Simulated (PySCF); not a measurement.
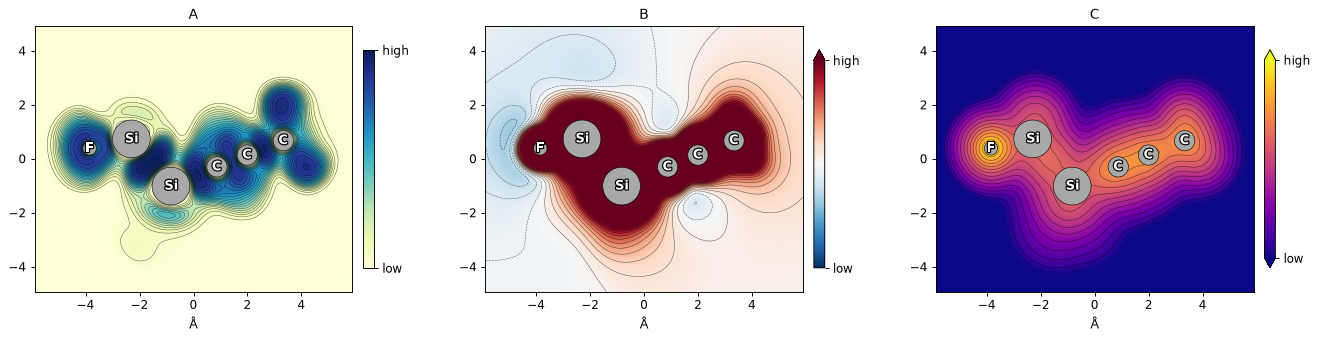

C₃H₆F₃PSi₂: 3 fields on the plane of atoms C3, Si4 and Si6, with unlabelled colour scales. Grey discs cover the atomic cores.

Geometry: GFN2-xTB.

Theory: PBE0/pcSseg-1, SCF density, gas phase, non-relativistic in PySCF 2.14.0.

Question: Match the panels to the quantities (electron density, electron localisation function and electrostatic potential).

Answer: Panel A: electron localisation function. Panel B: electrostatic potential (strongly positive close to the atoms, with negative regions outside electron-rich atoms). Panel C: electron density. From the grid: C–C (1.21 Å): ρ is about 2.7 e/Å³ halfway; the ELF peaks at about 0.85 between the atoms: a short, multiple covalent bond. Si–F (1.59 Å): the density is about 1.1 e/Å³ at the midpoint; the ELF peaks at about 0.85 in the valence shell of F, 0.6 Å from its nucleus, and is about 0.45 at the midpoint.
